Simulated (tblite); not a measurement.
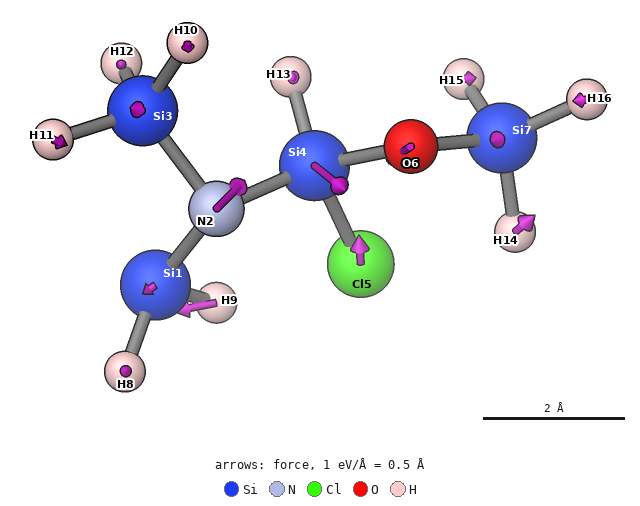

Starting geometry of Si4NH9OCl (multiplicity 2) with the computed forces as purple arrows. Style: ball-and-stick. Shown at a tilt.

All numbers below come from GFN2-xTB geometry optimisation, gas phase in tblite 0.8.0. 

Question: What follows when this structure is relaxed?

Answer: It isn't relaxed: the largest force vector, on O6, is 3.07 eV/Å. The final displacements follow the starting forces only in part (cosine between the two patterns 0.32). The largest move after the best rigid fit is that of H16, 2.81 Å. Largest moves by element: H 2.81 Å, O 1.63 Å, Si 1.28 Å, Cl 1.10 Å, N 1.03 Å. Among the contacts that change: Cl5–Si7 2.989 → 4.077 Å, Si4–Si7 2.707 → 3.112 Å, Si1–Cl5 3.183 → 3.335 Å, Si4–O6 1.725 → 1.613 Å. Bond angles that change, for instance: Si4–O6–Si7 103.0° → 147.8°, Si1–N2–Si4 105.2° → 123.9°, Si3–N2–Si4 106.4° → 121.0°. Groups turn about O6–Si7 by about 145°, Si4–O6 by about 120°. Over 194 geometry steps the energy falls by 223.0 kJ/mol. Cost: 1.8 s on 1 thread of Arm Neoverse V2 (shared host).
